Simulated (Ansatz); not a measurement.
## HfSiSe (space group P4/nmm), energy over volume and axial ratio

HfSiSe (space group P4/nmm)

```
HfSiSe
1.0
    3.57640     0.00000     0.00000
    0.00000     3.57640     0.00000
    0.00000     0.00000     8.25557
Hf Si Se
2 2 2
Direct
  0.00000   0.50000   0.74453
  0.50000   0.00000   0.25547
  0.00000   0.00000   0.00000
  0.50000   0.50000   0.00000
  0.50000   0.00000   0.62081
  0.00000   0.50000   0.37919
```

The relaxed cell is deformed in two ways at once: its volume V is scaled, and at that volume it is stretched along z (the c axis of the conventional cell) so that c/a changes. Fractional atomic positions are held.

Calculation: PBEsol (plane waves to 420 eV, PAW, scalar-relativistic; Ansatz, a first-principles code). k mesh 13×13×6 (Γ-centred), Fermi-Dirac smearing 0.05 eV. Energies are smeared free energies. Stress and pressure are positive under compression. As the atoms are clamped, bonds stretch with the cell, which overstates energies and stresses. With partly filled bands, the response to shear is sensitive to the k mesh, so small differences along c/a are uncertain. HfSiSe is run without spin polarisation. HfSiSe was relaxed with its symmetry unable to fall. Spin-orbit coupling is left out, though Hf is heavy. ΔE is measured from the relaxed starting cell.

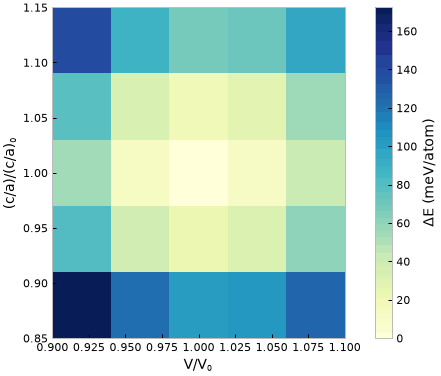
Fig. 1. ΔE (meV/atom) over the 5×5 grid of computed points.

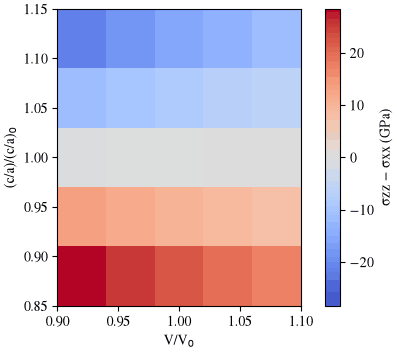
Fig. 1. σzz − σxx (GPa) over the 5×5 grid of computed points.

The modulus against c/a change at fixed volume, (3/4V)·∂²E/∂(ln c/a)² (fit, atoms clamped) is 77 GPa, an upper bound as the atoms could relax. Highest place on the grid: V/V₀ = 0.920, (c/a)/(c/a)₀ = 0.880 (172 meV/atom). Lowest place on the grid: V/V₀ = 1.000, (c/a)/(c/a)₀ = 1.000 (0 meV/atom).

Near the relaxed cell σzz − σxx = −2Cδ (compression positive), C being this modulus and δ the logarithm of the ratio.

(Under strain, the slope of the energy per volume gives the stress and its curvature an elastic modulus.)
